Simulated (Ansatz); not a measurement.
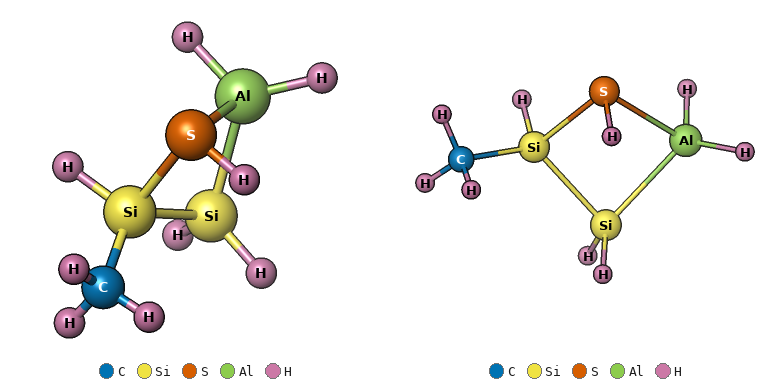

The same structure drawn twice, from different directions.

The computed structure is the end point of a PBE0-D4/def2-TZVP optimisation.

Give the formula.

Answer. CH₉AlSSi₂, 14 atoms: 1 carbon, 9 hydrogen, 1 aluminium, 1 sulfur and 2 silicon.

Count the bonded pairs by element.

Answer. 3 C–H, 3 Si–H, 2 Al–H, 1 C–Si, 1 Al–S, 1 S–Si, 1 Al–Si, 1 S–H, 1 Si–Si. Sticks follow a distance rule.

Give the symmetry (Schoenflies symbol).

Answer. C1.

The parts below concern this one geometry. Atoms keep their numbers from picture to picture.

**Shape**

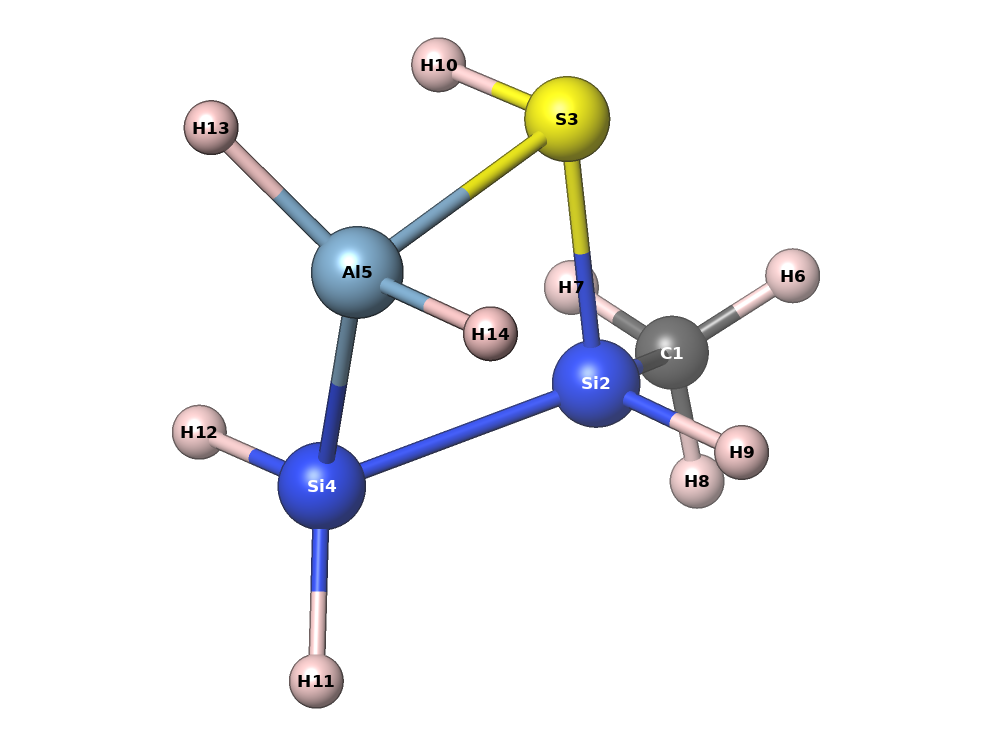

C1 lies behind Si2. The molecule seen a little off the Si2–C1 bond, Si2 in front. Distant atoms are faded towards the background colour.

What is the torsion angle S3–Si2–C1–H6? The sign is positive where the front bond must turn clockwise to cover the back bond.

Answer. 56°, synclinal (gauche). The bonds about Si2–C1 are staggered.

**Electronic properties**

Method: RKS PBE-D4/def2-TZVPP (Ansatz 0.2.0).

Give the HOMO energy (Kohn–Sham orbital) at this level.

Answer. −5.80 eV.

Give the dispersion correction at this level.

Answer. −41.3 kJ/mol.

Estimate the HOMO–LUMO gap.

Answer. 4.32 eV.

What is the dipole moment?

Answer. 3.47 D.

**Vibrations**

Harmonic vibrations computed with RKS PBE0-D4/def2-TZVP (Ansatz 0.2.0) at a stationary point of the same level.

List the wavenumbers.

Answer. 36 modes: 53, 139, 157, 160, 173, 248, 293, 351, 371, 403, 426, 453, 541, 568, 582, 597, 624, 688, 732, 736, 784, 818, 888, 917, 1271, 1441, 1445, 1892, 1901, 2173, 2204, 2214, 2692, 3050, 3135, 3147 cm⁻¹.

**Charges**

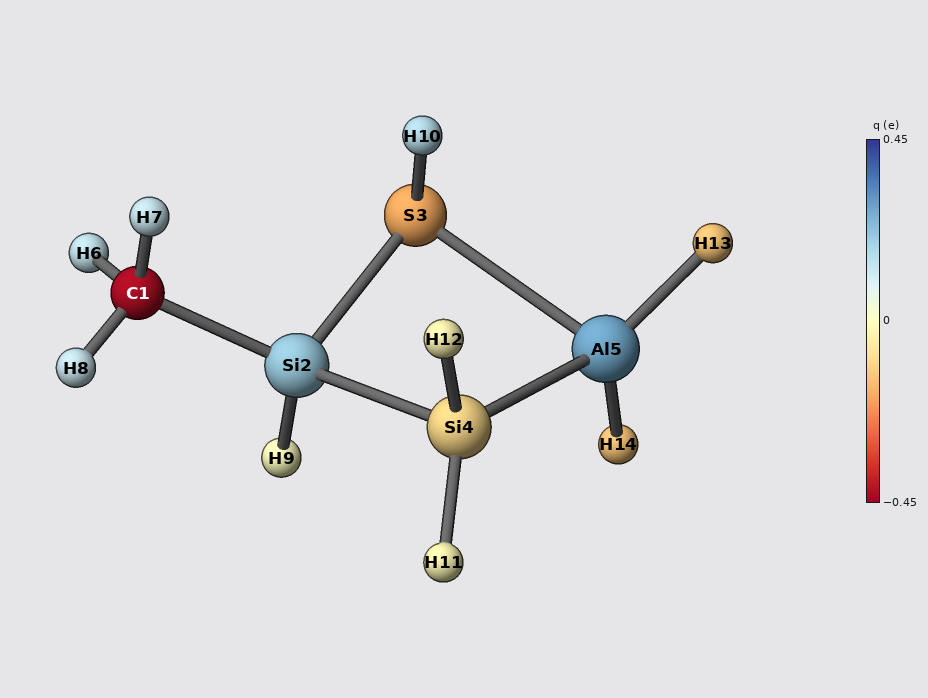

Atoms are coloured by their Mulliken charges. Properties computed with RKS ωB97M-V/def2-TZVPP (Ansatz 0.2.0).

Which atom carries the highest charge (most positive or least negative)?

Answer. Al5 (0.26 e).

And the lowest?

Answer. C1 (−0.42 e).

Give the Mulliken charges atom by atom.

```json
{"atom": "C1", "value (e)": "−0.42"}
{"atom": "Si2", "value (e)": "0.20"}
{"atom": "S3", "value (e)": "−0.17"}
{"atom": "Si4", "value (e)": "−0.10"}
{"atom": "Al5", "value (e)": "0.26"}
{"atom": "H6", "value (e)": "0.13"}
{"atom": "H7", "value (e)": "0.12"}
{"atom": "H8", "value (e)": "0.12"}
{"atom": "H9", "value (e)": "0.00"}
{"atom": "H10", "value (e)": "0.15"}
{"atom": "H11", "value (e)": "−0.02"}
{"atom": "H12", "value (e)": "−0.02"}
{"atom": "H13", "value (e)": "−0.13"}
{"atom": "H14", "value (e)": "−0.13"}
```

Mulliken values depend strongly on the basis set and can even reverse the polarity of a bond.
